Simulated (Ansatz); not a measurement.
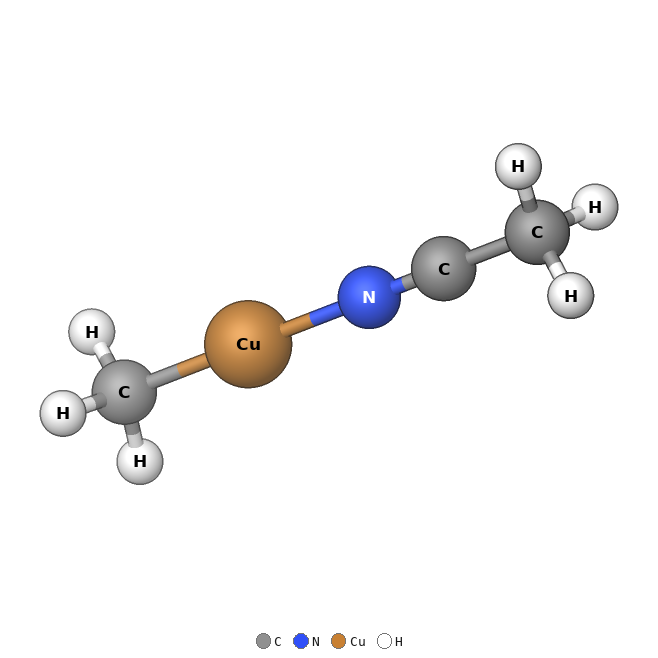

The species is neutral and a spin singlet. The computed structure is the end point of a PBE0-D4/def2-TZVP optimisation. Other spin states may lie lower. Program: Ansatz 0.2.0.

At this fixed geometry, give dipole (D), vertical IP (eV), HOMO energy (eV) at these levels: B3LYP-D4/def2-TZVPP; PBE-D4/def2-TZVPP; r2SCAN-D4/def2-TZVPP; ωB97M-V/def2-TZVPP.

```
               level  dipole (D)  vertical IP (eV)  HOMO energy (eV)
 B3LYP-D4/def2-TZVPP        8.65              7.57             −5.28
   PBE-D4/def2-TZVPP        7.89              7.64             −4.49
r2SCAN-D4/def2-TZVPP        8.22              7.45             −4.51
  ωB97M-V/def2-TZVPP        9.17              7.44             −7.67
```
